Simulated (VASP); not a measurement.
Band structure of CsI (CsCl type). Level of theory: LDA (Ceperley-Alder, Perdew-Zunger), VASP's LDA PAW potentials (set 64) (plane waves; VASP 6.6.1).

Unless said otherwise, spin-orbit coupling is left out, though it shifts the bands of the heavy elements here.

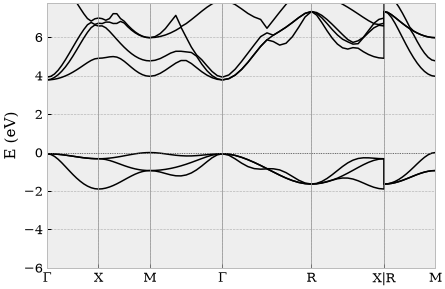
Bands along high-symmetry lines, zero at the valence-band maximum or, without a gap, the Fermi level

Read the plot: is there a gap, and where are the band edges?

The gap is indirect, 3.78 eV, from the valence maximum at M to the conduction minimum at Γ. (Edges off the drawn lines would not show.)

Measured: gap 6.20 eV (computed value off by -2.42 eV), as given by Aguado et al., (1998), arXiv:cond-mat/9809176.

The compound is CsI in the CsCl type structure. It was relaxed first, which changed the volume by -10 %.
